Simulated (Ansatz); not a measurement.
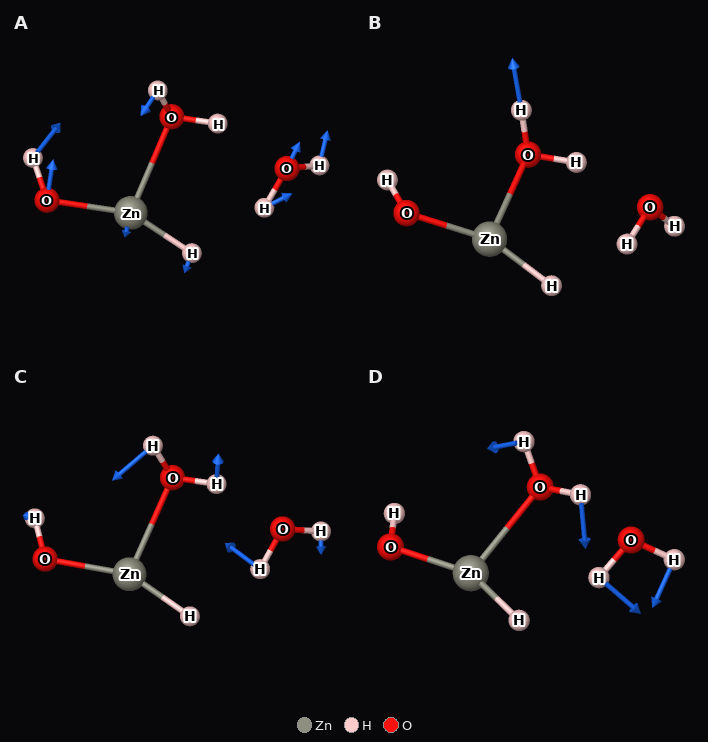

4 normal modes of one molecule or complex, as arrows. Harmonic vibrations computed with RKS PBE0-D4/def2-TZVP (Ansatz 0.2.0) at a stationary point of the same level.

**Match the panels to the wavenumbers 108 cm⁻¹, 501 cm⁻¹, 1624 cm⁻¹, 3902 cm⁻¹.**

A: 108 cm⁻¹
B: 3902 cm⁻¹, O–H stretching
C: 501 cm⁻¹, H–O–Zn bending
D: 1624 cm⁻¹, H–O–H bending
